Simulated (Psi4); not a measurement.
**BH2Cl (SMILES [H]B([H])Cl): B3LYP/cc-pVTZ**

What is the vertical singlet–triplet gap of BH2Cl at B3LYP/cc-pVTZ? Input form: a Python script.

Program for the calculation: Psi4 1.11.

**1. The molecule**

The species is BH2Cl (4 atoms), meant as a singlet with charge 0. SMILES: `[H]B([H])Cl`. Geometry: relaxed at GFN2-xTB.

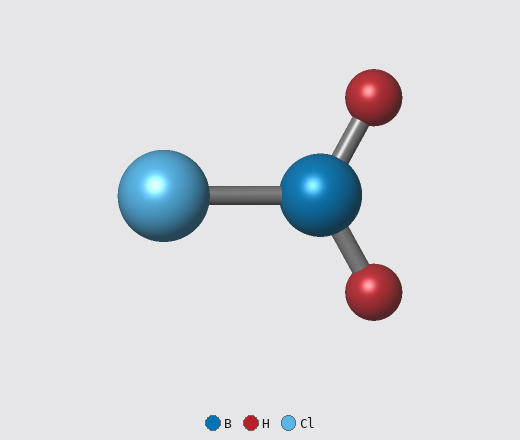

Viewed from a chosen angle; boron blue, hydrogen red, chlorine blue.

**2. Energy and forces at B3LYP/cc-pVTZ**

Contents of bclh2.py:

```python
import psi4

psi4.set_memory('1600 MB')
psi4.set_num_threads(1)
psi4.core.set_output_file('output.dat', False)

geom = psi4.geometry("""
0 1
B
H 1 1.171704
H 1 1.171773 2 121.89775
Cl 1 1.673086 2 119.05265 3 -179.98298
symmetry c1
""")

psi4.set_options({
    'basis': 'cc-pVTZ',
    'puream': True,
    'e_convergence': 1e-09,
    'd_convergence': 1e-08,
    'scf_type': 'pk',
    'dft_radial_points': 99,
    'dft_spherical_points': 590,
})

energy_value, wavefunction = psi4.gradient("b3lyp", molecule=geom, return_wfn=True)
print('gradient / Eh bohr^-1')
print(energy_value.np.round(6))
print(f'energy = {wavefunction.energy():.10f} Eh')
for k, v in sorted(psi4.core.scalar_variables().items()):
    print(f'{k:45s} {v:18.10f}')
```

On the command line:

```console
$ python bclh2.py
```

output.dat:

```text
[...]
  Running in c1 symmetry.
[...]
  Nuclear repulsion =   38.958034797186045
[...]
  Multiplicity = 1
[...]
  Nalpha       = 12
  Nbeta        = 12
[...]
    Number of basis functions: 92
[...]
   @RKS iter   1:  -486.22096589730830   -2.14797e-01   4.24760e-03 DIIS/ADIIS
[...]
   @RKS iter   9:  -486.31479849791572   -2.64890e-11   6.40216e-09 DIIS
[...]
    Orbital Energies [Eh]
    ---------------------
    Doubly Occupied:
       1A   -101.572149     2A     -9.480888     3A     -7.240402
       4A     -7.238157     5A     -7.234709     6A     -6.795308
       7A     -0.865207     8A     -0.526847     9A     -0.416533
      10A     -0.410299    11A     -0.371634    12A     -0.306532
[...]
  @RKS Final Energy:  -486.31479849791572
   => Energetics <=
    Nuclear Repulsion Energy =             38.9580347971860448
    One-Electron Energy =                -746.6467648909513173
    Two-Electron Energy =                 248.0306676269695743
    DFT Exchange-Correlation Energy =     -26.6567360311200758
    Empirical Dispersion Energy =           0.0000000000000000
    VV10 Nonlocal Energy =                  0.0000000000000000
    Total Energy =                       -486.3147984979157172
[...]
 Multipole Moments:
 ------------------------------------------------------------------------------------
     Multipole            Electronic (a.u.)      Nuclear  (a.u.)        Total (a.u.)
 ------------------------------------------------------------------------------------
 L = 1.  Multiply by 2.5417464519 to convert [e a0] to [Debye]
 Dipole X            :         -0.0003078            0.0003996            0.0000917
 Dipole Y            :         -2.1814198            2.2776149            0.0961950
 Dipole Z            :         -1.2116663            1.2651428            0.0534765
 Magnitude           :                                                    0.1100601
[...]
  -Total Gradient:
     Atom            X                  Y                   Z
    ------   -----------------  -----------------  -----------------
       1        0.000012629678    -0.027410556030    -0.015189863122
       2       -0.000008407254     0.000111181601    -0.007211330396
       3       -0.000008407243    -0.006036186132     0.003884904687
       4        0.000004183367     0.033336018288     0.018516542882
[...]
```

The script printed:

```text
gradient / Eh bohr^-1
[[ 1.3000e-05 -2.7411e-02 -1.5190e-02]
 [-8.0000e-06  1.1100e-04 -7.2110e-03]
 [-8.0000e-06 -6.0360e-03  3.8850e-03]
 [ 4.0000e-06  3.3336e-02  1.8517e-02]]
energy = -486.3147984979 Eh
CURRENT ENERGY                                   -486.3147984979
CURRENT REFERENCE ENERGY                         -486.3147984979
DD SOLVATION ENERGY                                 0.0000000000
DFT FUNCTIONAL TOTAL ENERGY                      -486.3147984979
DFT TOTAL ENERGY                                 -486.3147984979
DFT VV10 ENERGY                                     0.0000000000
DFT XC ENERGY                                     -26.6567360311
GRID ELECTRONS ALPHA                               12.0000000627
GRID ELECTRONS BETA                                12.0000000627
GRID ELECTRONS TOTAL                               24.0000001254
NUCLEAR REPULSION ENERGY                           38.9580347972
ONE-ELECTRON ENERGY                              -746.6467648910
PCM POLARIZATION ENERGY                             0.0000000000
PE ENERGY                                           0.0000000000
SCF ITERATION ENERGY                             -486.3147984979
SCF ITERATIONS                                      9.0000000000
SCF TOTAL ENERGY                                 -486.3147984979
TWO-ELECTRON ENERGY                               248.0306676270
XC GRID RADIAL POINTS                              99.0000000000
XC GRID SPHERICAL POINTS                          590.0000000000
XC GRID TOTAL POINTS                           222837.0000000000
```

Wall time 27 s (1 thread of Intel Xeon Platinum 8259CL at 2.50GHz (Skylake/Cascade Lake), shared host); peak memory 1.1 GiB.

**3. The triplet: a single-point energy at UB3LYP/cc-pVTZ**

Contents of bclh2.py:

```python
import psi4

psi4.set_memory(1600000000)
psi4.set_num_threads(1)
psi4.set_output_file('output.dat', False)

m = psi4.geometry("""
0 3
B      0.13097692     0.21622246    -0.00077479
H      2.34343047     0.13364143     0.02936634
H     -0.96778544     2.13839519    -0.03581031
Cl    -1.50664084    -2.48827798     0.00723765
units bohr
symmetry c1
no_reorient
no_com
""")

psi4.set_options({
    'basis': 'cc-pVTZ',
    'reference': 'uks',
    'puream': True,
    'e_convergence': 1e-09,
    'd_convergence': 1e-08,
    'scf_type': 'pk',
    'dft_radial_points': 99,
    'dft_spherical_points': 590,
    'maxiter': 200,
})

energy_value, wavefunction = psi4.energy("b3lyp", return_wfn=True)
psi4.oeprop(wavefunction, "WIBERG_LOWDIN_INDICES", "LOWDIN_CHARGES", "QUADRUPOLE")
print(f'b3lyp energy: {energy_value:.10f} Eh')
```

On the command line:

```console
$ python bclh2.py
```

output.dat:

```text
[...]
  Running in c1 symmetry.
[...]
  Nuclear repulsion =   38.958045599719050
[...]
  Multiplicity = 3
[...]
  Nalpha       = 13
  Nbeta        = 11
[...]
    Number of basis functions: 92
[...]
   @UKS iter   1:  -485.91388143423274    9.22882e-02   6.35742e-03 DIIS/ADIIS
[...]
   @UKS iter  12:  -486.14425912348776   -1.53477e-12   7.68922e-09 DIIS
[...]
   @S^2 Observed:                2.005227584E+00
[...]
    Orbital Energies [Eh]
    ---------------------
    Alpha Occupied:
       1A   -101.623552     2A     -9.528704     3A     -7.292945
       4A     -7.285516     5A     -7.282171     6A     -6.752871
       7A     -0.902846     8A     -0.556558     9A     -0.456635
      10A     -0.434689    11A     -0.401260    12A     -0.359387
      13A     -0.145136
    Alpha Virtual:
      14A      0.061687    15A      0.091515    16A      0.136139
      17A      0.154603    18A      0.159414    19A      0.162965
      20A      0.172587    21A      0.259489    22A      0.275637
      23A      0.292582    24A      0.331603    25A      0.360329
[...]
  @UKS Final Energy:  -486.14425912348776
   => Energetics <=
    Nuclear Repulsion Energy =             38.9580455997190498
    One-Electron Energy =                -745.9406086309681996
    Two-Electron Energy =                 247.4428201948976493
    DFT Exchange-Correlation Energy =     -26.6045162871362564
    Empirical Dispersion Energy =           0.0000000000000000
    VV10 Nonlocal Energy =                  0.0000000000000000
    Total Energy =                       -486.1442591234877568
[...]
 Multipole Moments:
 ------------------------------------------------------------------------------------
     Multipole            Electronic (a.u.)      Nuclear  (a.u.)        Total (a.u.)
 ------------------------------------------------------------------------------------
 L = 1.  Multiply by 2.5417464519 to convert [e a0] to [Debye]
 Dipole X            :         23.4204566          -23.5823646           -0.1619081
 Dipole Y            :         38.6802761          -38.9475767           -0.2673006
 Dipole Z            :         -0.1117999            0.1127221            0.0009223
 Magnitude           :                                                    0.3125135
 L = 2.  Multiply by 1.3450342976 to convert [e a0^2] to [Debye ang]
 Quadrupole XX       :        -58.7943342           45.1034823          -13.6908519
 Quadrupole XY       :        -62.0769920           62.1172733            0.0402813
[...]
```

The script printed:

```text
b3lyp energy: -486.1442591235 Eh
```

It took 23 s on 1 thread of Intel Xeon Platinum 8259CL at 2.50GHz (Skylake/Cascade Lake), shared host; peak memory 1.1 GiB.

**4. Results**

Level: B3LYP/cc-pVTZ.

| quantity | value |
| --- | --- |
| singlet: total energy | -486.31480 Eh |
| singlet: dipole moment | 0.28 D |
| singlet: HOMO energy | -8.34 eV |
| singlet: LUMO energy | -1.87 eV |
| singlet: HOMO–LUMO gap | 6.47 eV |
| singlet: largest force on an atom | 1.961 eV/Å |
| triplet: total energy | -486.14426 Eh |
| triplet: dipole moment | 0.79 D |
| triplet: HOMO energy (highest over α and β) | -3.95 eV |
| triplet: ⟨S²⟩ | 2.005 |
| vertical energy of the triplet above the singlet | 4.641 eV |

**Reading.** At this shape the triplet lies 4.64 eV (107 kcal/mol) above the singlet. The largest force (singlet) is 1.96 eV/Å: the shape isn't a stationary point for this species at this level.
